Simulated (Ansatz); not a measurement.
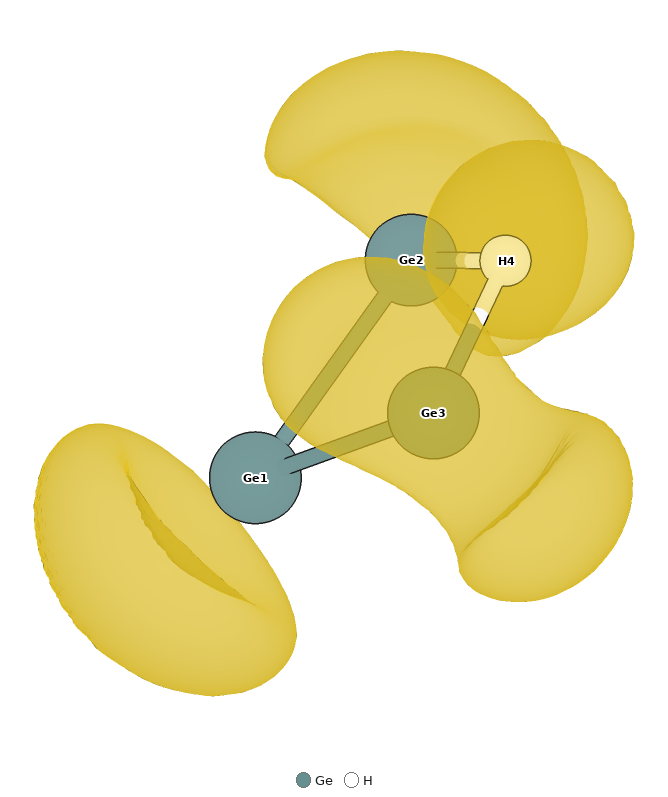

Ge$_{3}$H (quartet). Isosurface of the electron localisation function at 0.75 (yellow), seen at an oblique angle. Core shells and regions of very low density are left out.

Geometry: PBE0-D4/def2-SVP.

The calculation used UKS PBE0-D4/def2-TZVP (Ansatz 0.2.0).

```xyz
4

Ge    0.7715    1.6455    0.3508
Ge    1.0932   -0.6060   -0.7162
Ge   -1.3564    0.1524    0.6410
H    -0.5083   -1.1919   -0.2756
```

Identify the bonds, lone pairs and shells in this picture.

At this value the surface marks out one region around a hydrogen nucleus, two lobes on Ge, pointing away from the bonds (non-bonding electrons) and one region wrapped around Ge (its valence shell).

Values along the shortest contacts:
Ge–Ge (2.51 Å): the ELF peaks at about 0.70 between the atoms. Ge–H (1.76 Å): the ELF climbs to about 1 towards the hydrogen.
